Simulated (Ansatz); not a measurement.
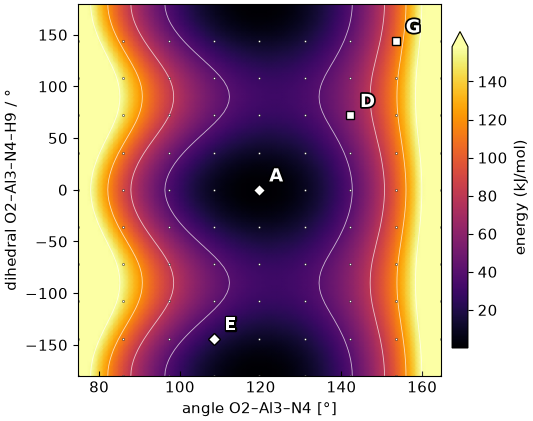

CH5AlFNO, SMILES C[O][Al]([NH2])[F]. First axis: angle O2–Al3–N4. Second axis: dihedral O2–Al3–N4–H9. Nothing is relaxed (all other coordinates rigid). Grid: 9 × 10 points. Points are written as (first, second). Energies: kJ/mol, counted from the lowest grid point. The calculation used RKS PBE-D4/def2-TZVP (Ansatz 0.2.0).

Drawn: a smooth colour map with a few white contour lines, dots at the grid points, one colour for all values above the top of the scale, lettered points. Between grid points the surface is interpolated.

Q: Is G the lowest point of the computed grid?

A: No. G lies 106 kJ/mol above the lowest grid point, which is at (119.7°, −180°).

Q: What kind of point is each of A, D, E, G: minimum, saddle, maximum or slope?

A: A: minimum; D: on a slope; E: on a slope; G: on a slope. (In these two coordinates alone; a stationary point may lie a little off the grid point.)
